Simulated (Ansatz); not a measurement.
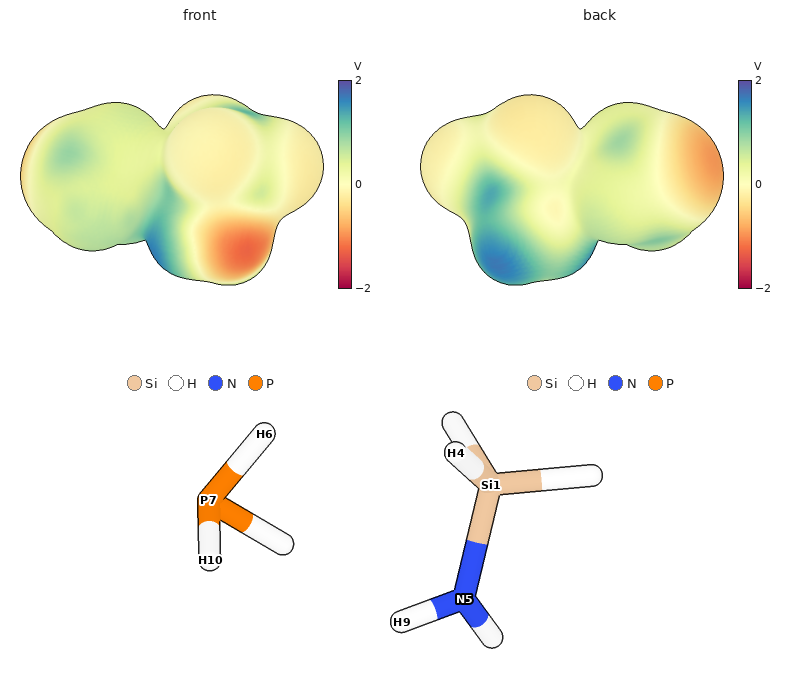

H5NSi···PH3. The molecular electrostatic potential painted on the density surface at 0.002 e/bohr³, seen from the front and from behind; red is negative and blue positive. The bare structure is drawn below in the same view.

All numbers below come from RKS BHLYP-D4/def2-SVP (Ansatz 0.2.0).

```yaml
atoms:
  - { symbol: Si, position_ang: [0.8203, -0.5958, 1.1735] }
  - { symbol: H, position_ang: [1.5032, -1.1661, -0.0206] }
  - { symbol: H, position_ang: [1.2388, -1.4055, 2.3417] }
  - { symbol: H, position_ang: [1.2916, 0.8007, 1.3188] }
  - { symbol: N, position_ang: [-0.9007, -0.5768, 1.1147] }
  - { symbol: H, position_ang: [0.8999, 1.2156, -1.7062] }
  - { symbol: P, position_ang: [-0.2710, 1.0870, -2.4935] }
  - { symbol: H, position_ang: [-1.4358, -1.4237, 1.2065] }
  - { symbol: H, position_ang: [-1.3895, 0.1087, 0.5649] }
  - { symbol: H, position_ang: [-1.0194, 2.0045, -1.7117] }
  - { symbol: H, position_ang: [-0.7374, -0.0487, -1.7879] }
```

### Describe the electrostatic potential map.

The most negative region (about −1.2 V) lies over N5, the most positive (about +1.7 V) over H8 and H9. N5 is the likeliest acceptor of a hydrogen bond.
